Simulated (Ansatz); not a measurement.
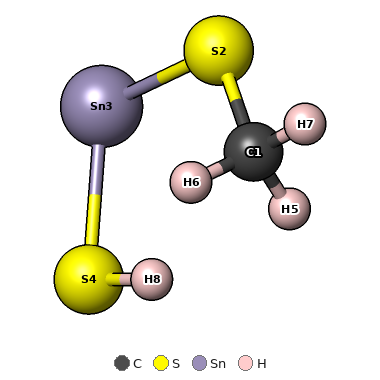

Two computed energy maps of CH4S2Sn, SMILES C[S][Sn][SH]. The picture above is the structure of the first map.

Map 1

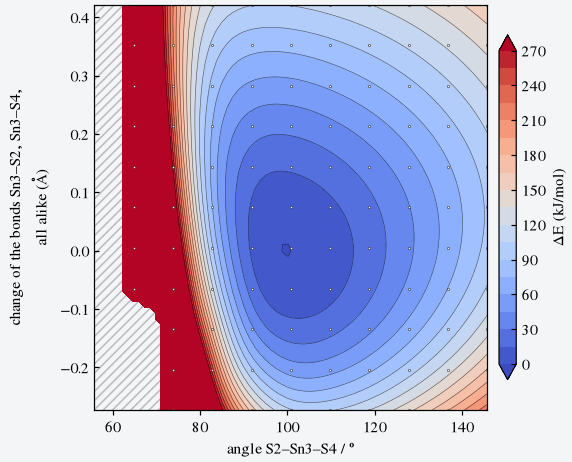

CH₄S₂Sn, SMILES C[S][Sn][SH]. The first coordinate is: angle S2–Sn3–S4; the second: change of the bonds Sn3–S2, Sn3–S4, all alike. Nothing is relaxed (all other coordinates rigid). Grid: 11 × 11 points. At 14 points there is no value (left out of the scan, as a rule where atoms come close). Points are written as (first, second). Energies: kJ/mol, counted from the lowest grid point. This map comes from RKS PBE-D4/def2-SVP (Ansatz).

The picture shows filled contours, dots at the grid points, one colour for all values above the top of the scale, hatched blanks where no value was computed. Between grid points the surface is interpolated.

Map 2

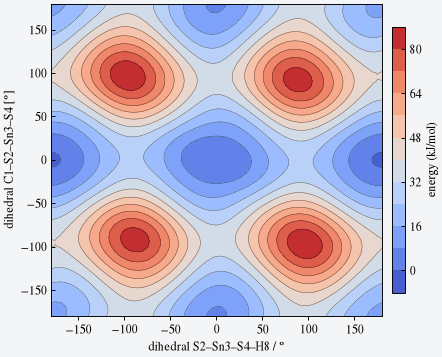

CH₄S₂Sn, SMILES C[S][Sn][SH]. Coordinates scanned: (1) dihedral S2–Sn3–S4–H8; (2) dihedral C1–S2–Sn3–S4. Nothing is relaxed (all other coordinates rigid). The scan uses an 18 × 18 grid. Points are written as (first, second). Energies are in kJ/mol, from the relaxed molecule at the same level. The calculation used RKS PBE0-D4/def2-SVP in Ansatz.

Drawn: filled contours. Between grid points the surface is interpolated.

Q: Summarise the maps one by one.

A: Map 1: The lowest grid point is at (100.8°, 0.005 Å). No other kind of well shows on this grid. The highest grid point, (64.8°, −0.065 Å), lies 1713 kJ/mol above the lowest. Round the minimum the two coordinates are weakly coupled (coupling 0.13 in units of the two stiffnesses).
Map 2: The lowest grid point is at (−180°, 0°), −0.9 kJ/mol from the relaxed molecule at the same level. Higher local minima lie near (0°, 0°) (1.0 kJ/mol above the lowest at that grid point); (0°, −180°) (8 kJ/mol above the lowest at that grid point); (−180°, −180°) (15 kJ/mol above the lowest at that grid point). The highest grid point, (−100°, 100°), lies 87 kJ/mol above the lowest. On the interpolated surface the easiest way out of the lowest well to the well at (0°, 0°) passes a barrier of about 26 kJ/mol. Round the minimum the two coordinates are nearly uncoupled.

Q: Maps 1, 2 start from a relaxed reference structure. Do they show a way to lower its energy?

A: Yes. In map 2 the point (−180°, 0°) lies 0.9 kJ/mol below the reference. Elsewhere the reference is the lowest point.
